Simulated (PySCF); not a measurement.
## Excited-state calculation, with input and output: C12H6F12Si6

System: C12H6F12Si6.
Method: TDDFT CAM-B3LYP/6-31G*, vertical, gas phase, core orbitals frozen in the response, virtual orbitals cut by energy (PySCF 2.14.0).

The geometry comes from this level: GFN2-xTB.

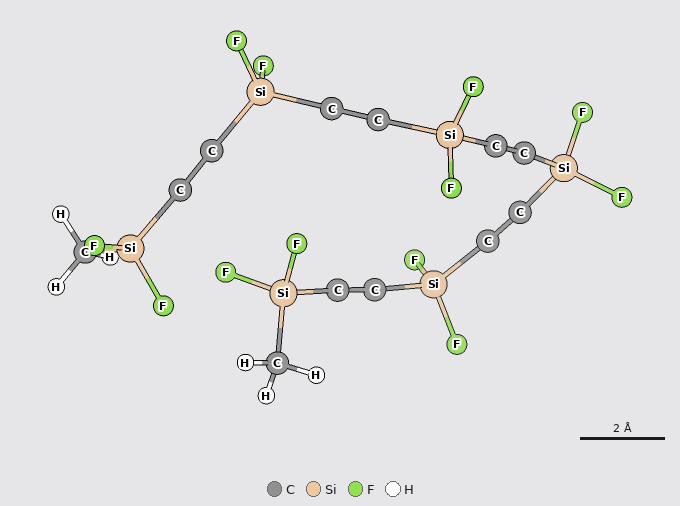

Fig. 1: The structure (ball-and-stick view, seen at a tilt). Bond lengths as drawn: C–C 1.21 Å, C–H 1.09 Å, C–Si 1.84 to 1.88 Å and F–Si 1.59 to 1.61 Å.

## The input
```
{"job": {"kind": "uv", "basis": "6-31G*", "grid": 1, "kgrid": 0, "vcut": 1.5, "nstates": 6, "ntriplets": 2, "tda": false, "delta": [], "pop": true, "xc": "CAM-B3LYP"}, "charge": 0, "multiplicity": 1}
C     -4.009820    -3.021769    -2.828101
Si    -3.797710    -2.895567    -0.965428
F     -5.017851    -3.564359    -0.166875
F     -2.587801    -3.810387    -0.436488
C     -3.578460    -1.175663    -0.337468
C     -3.446281    -0.023699     0.001062
Si    -3.224979     1.714934     0.553111
F     -2.922733     2.672487    -0.690831
F     -4.612275     2.292948     1.098334
C     -1.916487     1.943791     1.829318
C     -1.066407     2.091396     2.674394
Si     0.248858     2.363724     3.930287
F      0.553043     1.023010     4.740843
F     -0.255992     3.352587     5.075426
C      1.790960     2.998377     3.145692
C      2.781042     3.404404     2.584632
Si     4.286763     3.907992     1.650557
F      4.246341     5.452943     1.262060
F      5.593509     3.812083     2.558301
C      4.418888     2.830324     0.162375
C      4.402684     2.072031    -0.778468
Si     4.216114     0.830881    -2.126415
F      4.107066     1.519555    -3.559441
F      5.525127    -0.068053    -2.279228
C      2.736573    -0.199064    -1.749907
C      1.739499    -0.805560    -1.435705
Si     0.268494    -1.777481    -0.880053
C      0.678802    -3.509838    -0.284401
F     -0.474752    -0.886273     0.229017
F     -0.815765    -1.764587    -2.063927
H     -4.876494    -2.456941    -3.160114
H     -3.141111    -2.628115    -3.347623
H     -4.146988    -4.054627    -3.140147
H     -0.216443    -4.030390     0.043186
H      1.137198    -4.105677    -1.068398
H      1.371038    -3.483661     0.552022
```

The first line tells a small driver script what to run in PySCF; the rest is the geometry in Å.

Run on 2 CPU threads, shared host.

Launch command:
```bash
OMP_NUM_THREADS=2 python <driver script> task.json out
```

## What the program printed
```
start: PBE on a coarse grid of 38074 points
cycle   1  E = -3393.1313563360  dE =  3.959e+00  |g| = 2.104e+00  |ddm| = 6.940e+00
cycle   2  E = -3391.1146167675  dE =  2.017e+00  |g| = 4.047e+00  |ddm| = 4.577e+00
cycle   3  E = -3393.9109721423  dE = -2.796e+00  |g| = 4.863e-01  |ddm| = 3.180e+00
cycle   4  E = -3393.9668402375  dE = -5.587e-02  |g| = 1.690e-01  |ddm| = 6.152e-01
cycle   5  E = -3393.9652062607  dE =  1.634e-03  |g| = 1.840e-01  |ddm| = 2.304e-01
cycle   6  E = -3393.9740896608  dE = -8.883e-03  |g| = 2.083e-02  |ddm| = 1.408e-01
cycle   7  E = -3393.9741227053  dE = -3.304e-05  |g| = 1.790e-02  |ddm| = 2.688e-02
cycle   8  E = -3393.9742023470  dE = -7.964e-05  |g| = 3.391e-03  |ddm| = 1.422e-02
final grid: 168334 points
cycle   9  E = -3395.9360342867  dE = -2.296e-02  |g| = 1.611e-01  |ddm| = 4.893e-01
cycle  10  E = -3395.9351963930  dE =  8.379e-04  |g| = 1.844e-01  |ddm| = 2.135e-01
cycle  11  E = -3395.9404696796  dE = -5.273e-03  |g| = 1.142e-02  |ddm| = 1.205e-01
cycle  12  E = -3395.9404917181  dE = -2.204e-05  |g| = 4.764e-03  |ddm| = 1.579e-02
cycle  13  E = -3395.9404975369  dE = -5.819e-06  |g| = 2.641e-03  |ddm| = 6.514e-03
cycle  14  E = -3395.9405000625  dE = -2.526e-06  |g| = 5.455e-04  |ddm| = 2.152e-03
cycle  15  E = -3395.9404996659  dE =  3.965e-07  |g| = 1.107e-04  |ddm| = 5.219e-04
cycle  16  E = -3395.9405004567  dE = -7.908e-07  |g| = 7.686e-05  |ddm| = 2.100e-04
converged SCF energy = -3395.9405004567

Static polarisability (au): isotropic 211.703, principal 155.318 206.278 273.512

Singlet excitations
state   eV       nm        f      main configurations
  1   5.2291    237.1   0.00007   H-1->L 0.28, H->L 0.19
  2   5.3570    231.4   0.00002   H-1->L+2 0.13, H->L+1 0.12
  3   5.4433    227.8   0.00010   H-4->L 0.10, H->L+3 0.10
  4   5.5022    225.3   0.00065   H-1->L+1 0.13, H-3->L 0.11, H-5->L 0.09
  5   5.5460    223.6   0.00027   H-3->L+1 0.12
  6   5.5653    222.8   0.00030   H-3->L+1 0.08

Triplet excitations (Tamm-Dancoff, eV): 4.3898 4.4491
```

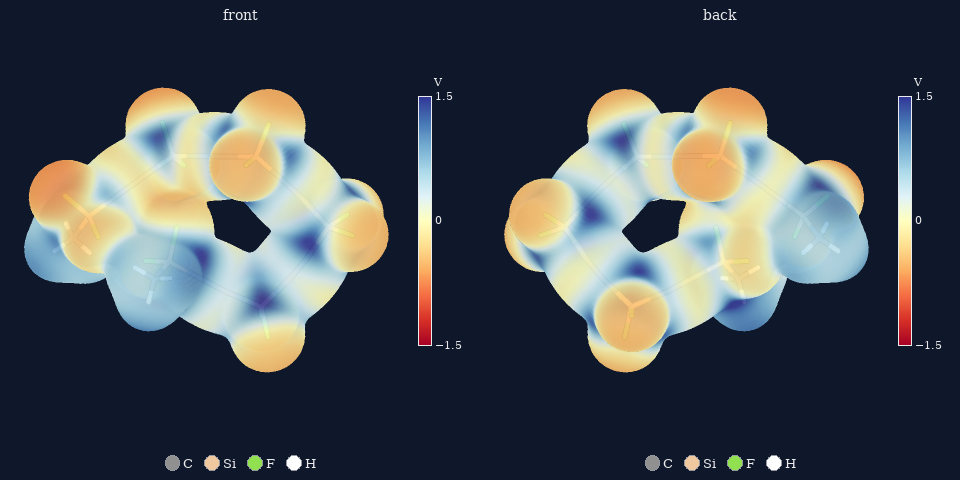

Fig. 2: The electrostatic potential painted on the density surface at 0.001 e/bohr³, seen at a tilt and from behind; red is negative and blue positive. A positive charge is drawn to the negative regions and a negative charge to the positive ones. Its dipole moment is 4.01 D.

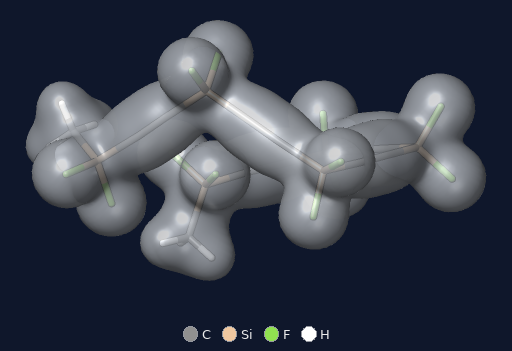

Fig. 3: Isosurface of the electron density at 0.1 e/Å³ (grey), seen from the side. At this value the surface is in one piece. On the grid the lowest density along these lines, outside the cores, is 2.8 e/Å³ (C–C, 1.21 Å), 0.96 e/Å³ (Si–F, 1.59 Å), 0.84 e/Å³ (C–Si, 1.84 Å) and 1.8 e/Å³ (C–H, 1.09 Å).

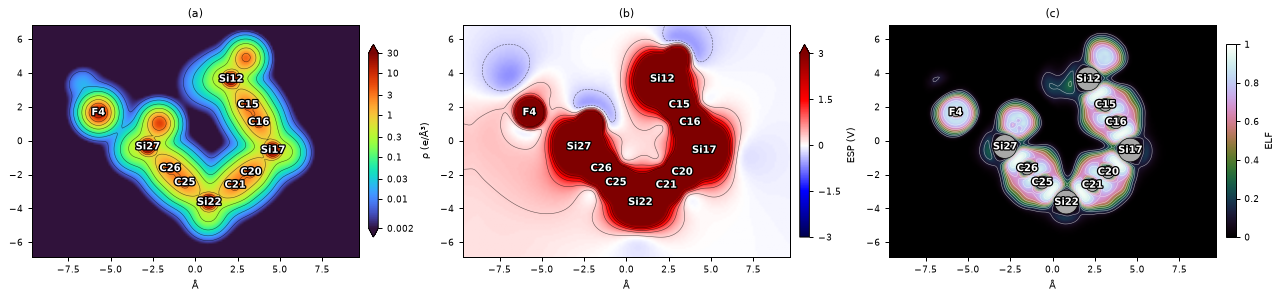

Fig. 4: (a) total electron density; (b) molecular electrostatic potential; (c) electron localisation function on the plane of atoms C21, Si22 and C25. Grey discs, where drawn, cover atomic cores. C–C (1.21 Å): ρ at the midpoint is about 2.8 e/Å³; the ELF peaks at about 0.80 between the atoms; a multiple bond by its length, whose ELF region spreads away from the axis.

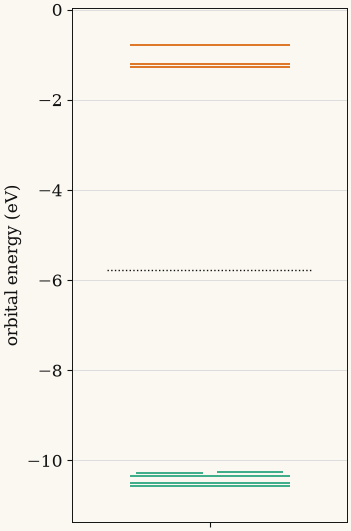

Fig. 5: Orbital energies near the frontier; the dotted line parts filled from empty levels, and levels within 0.02 eV of each other stand side by side. Highest filled −10.26 eV, lowest empty −1.28 eV, 8.98 eV apart.

## Summary

| quantity | value |
| --- | --- |
| outcome | converged |
| total energy | −3395.940500 hartree |
| HOMO | −10.26 eV |
| LUMO | −1.28 eV |
| dipole moment | 4.01 D |
| mean polarisability | 211.70 a.u. |
| lowest singlet excitation | 5.23 eV |
| wall time | 5.1 min (CPU time 9.7 min) |
| peak memory | 1.5 GiB |
